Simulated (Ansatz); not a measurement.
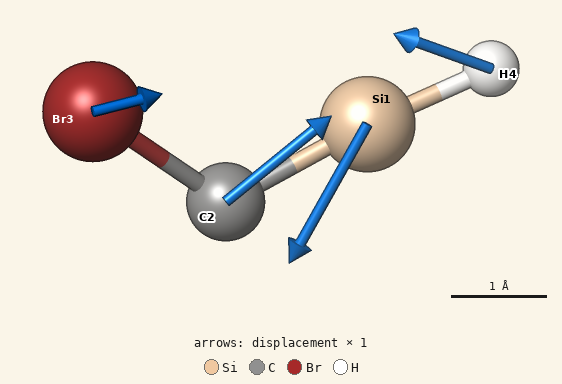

This is a relaxation of CHBrSi. The starting structure is drawn; blue arrows show the displacements, at their true length. The two geometries are superimposed by the best rigid fit.

A ball-and-stick model, seen at a tilt.

Computed with RKS PBE0-D4/def2-TZVP in Ansatz. Set-up: force threshold 0.005 eV/Å; at most 200 steps.

**Describe the change and its energy.**

Si1 moves most after the best rigid fit: 1.72 Å. Largest moves by element: Si 1.72 Å, C 1.45 Å, H 1.25 Å, Br 0.80 Å. Near-neighbour distances that change, for instance: C2–H4 3.177 → 1.079 Å, Si1–H4 1.458 → 2.732 Å, Si1–Br3 3.160 → 2.601 Å, C2–Br3 1.963 → 1.982 Å. New bonds form, among them: C2–H4 (3.18 → 1.08 Å). Bonds break, among them: Si1–H4 (1.46 → 2.73 Å). Bond angles that change, for instance: Si1–C2–Br3 117.9° → 89.4°. The energy falls by 70.3 kcal/mol in 28 accepted moves (29 points after the start). Largest force component: 1.8 eV/Å at the start, 0.0014 eV/Å at the end. The line search rejected the trial step at point 26 of the run.
